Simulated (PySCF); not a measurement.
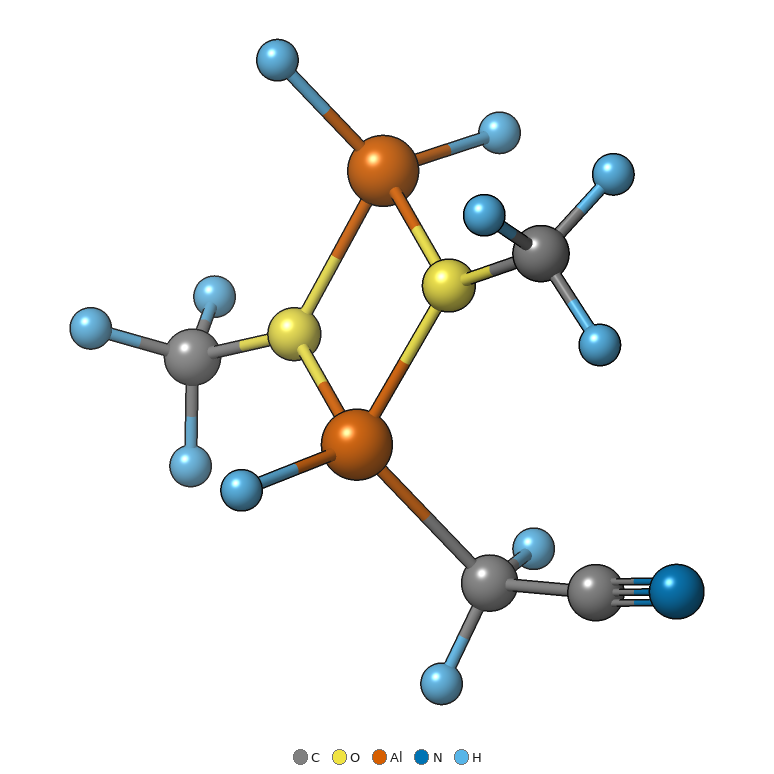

A ball-and-stick model of a molecule. Multiple sticks mark multiple bonds (one Kekulé form).

What does the picture show?

Formula C4H11Al2NO2. SMILES: `C[O+]1[AlH2-][O+](C)[AlH-]1[CH2]C#N`. Among its groups: nitrile. This geometry has C1 symmetry. Coordination, clear cases only: 3 C tetrahedral; 2 O trigonal planar; 1 C linear.

More results for the same structure follow; atom numbers are the same in all pictures, views and colours differ. Computed geometry: PBE0-D3(BJ)/def2-SVP optimisation. No frequency run is at hand to confirm it as a minimum.

### Geometry

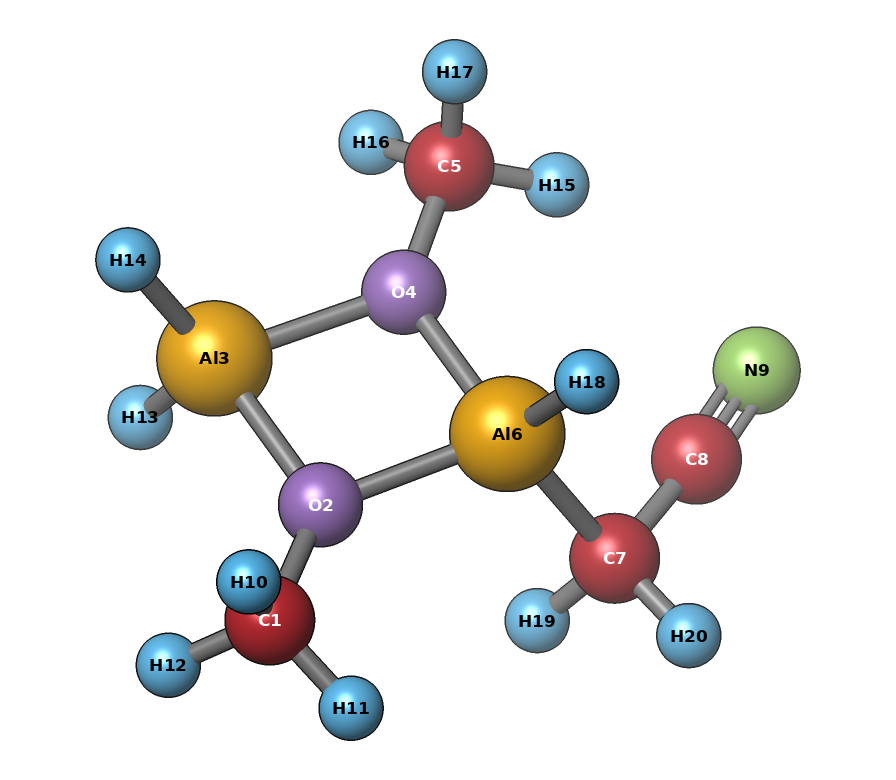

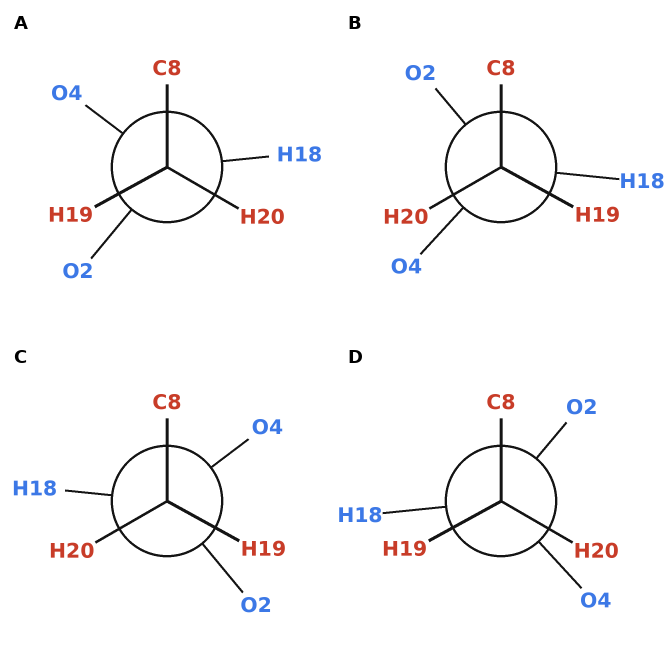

Distant atoms are faded towards the background colour. Bonds that would overlap in a projection are set slightly apart. No frequency run is at hand to confirm it as a minimum.

**Which Newman projection shows the view along C7–Al6, with C7 in front?**

C. The torsion angle C8–C7–Al6–O2 is 140°, anticlinal.

### Bond orders

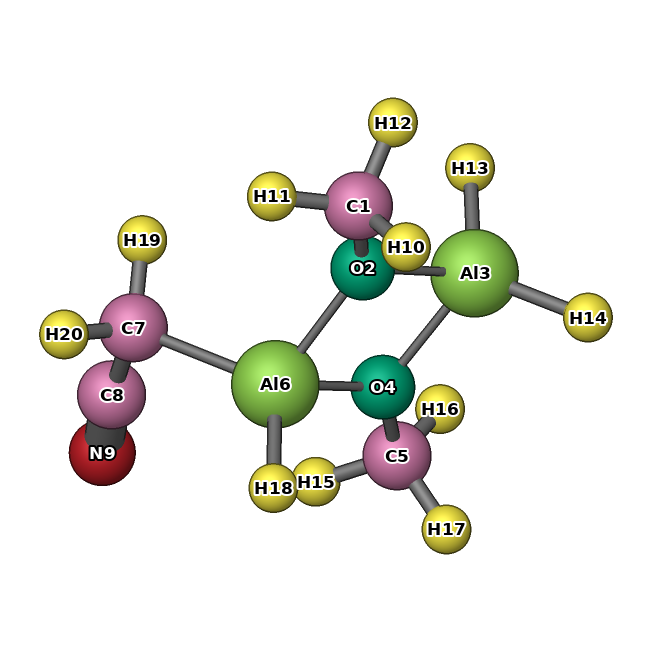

The thickness of each stick grows with its Mayer bond order. No frequency run is at hand to confirm it as a minimum. Method: PBE0/pcSseg-1 in chloroform (IEF-PCM) (PySCF 2.14.0).

List the Mayer bond orders of C1–O2, O2–Al3, O2–Al6, Al3–O4, O4–C5, O4–Al6, Al6–C7, C7–C8, C8–N9 (bonds between heavy atoms, one of each equivalent set).

```tsv
bond	Mayer order	length (Å)
C1–O2	0.84	1.411
O2–Al3	0.45	1.874
O2–Al6	0.45	1.853
Al3–O4	0.46	1.865
O4–C5	0.82	1.420
O4–Al6	0.46	1.847
Al6–C7	0.67	1.996
C7–C8	1.07	1.441
C8–N9	2.95	1.162
```

### Core levels

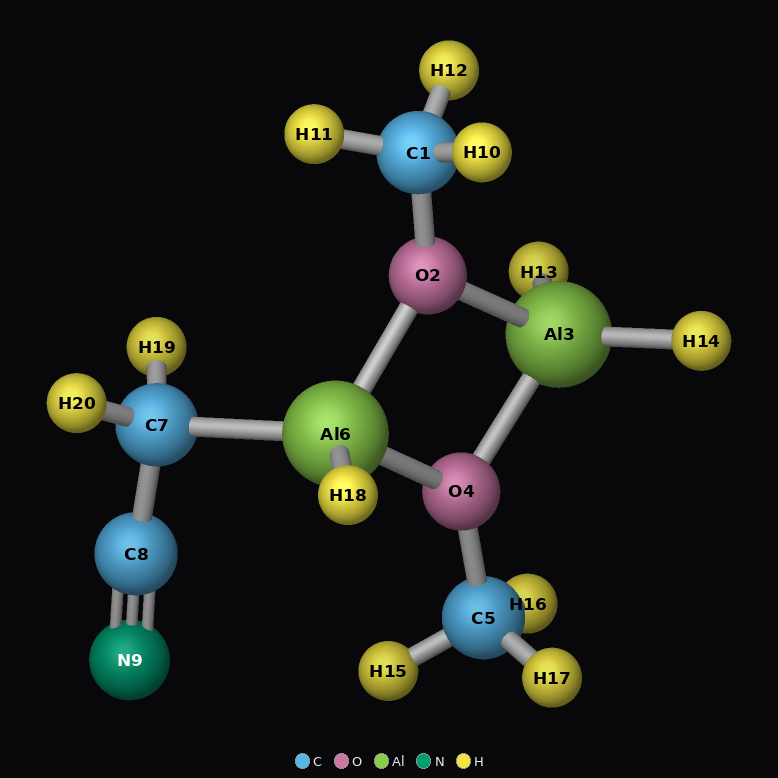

No frequency run is at hand to confirm it as a minimum. Properties computed with delta-SCF UKS SCAN, pcX-2 on the ionised atom, pcseg-1 elsewhere, spin-free X2C (PySCF 2.14.0).

Give the core-electron binding energies (to vacuum; p and d levels without spin–orbit splitting) of C1 1s, O2 1s, Al3 1s, Al3 2p, Al6 1s, Al6 2p, C7 1s, C8 1s, N9 1s.

| atom | level | binding energy (eV) |
| --- | --- | --- |
| C1 | 1s | 293.3 |
| O2 | 1s | 539.1 |
| Al3 | 1s | 1567.1 |
| Al3 | 2p | 80.7 |
| Al6 | 1s | 1567.1 |
| Al6 | 2p | 80.7 |
| C7 | 1s | 291.0 |
| C8 | 1s | 291.9 |
| N9 | 1s | 404.3 |

### Ring current

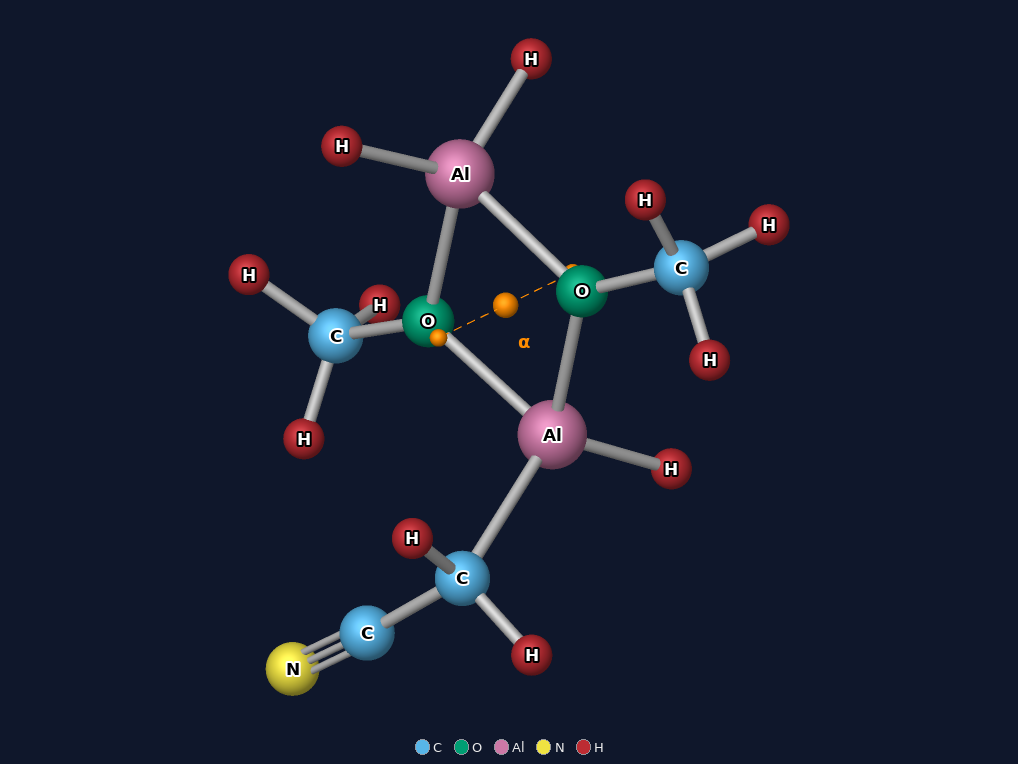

The small points mark where nucleus-independent chemical shifts (NICS) were computed: at the centre of each lettered ring and 1 Å above and below it. No frequency run is at hand to confirm it as a minimum. Properties computed with GIAO PBE0/pcSseg-1 NMR shielding, non-relativistic, IEF-PCM chloroform (PySCF 2.14.0).

Give NICS(0), NICS(1) and the out-of-plane component NICS(1)zz for each ring (means of the two sides).

```tsv
ring	members	NICS(0)	NICS(1)	NICS(1)zz
α	Al2O2	−8.6	−2.3	−1.1
```

Values in ppm.
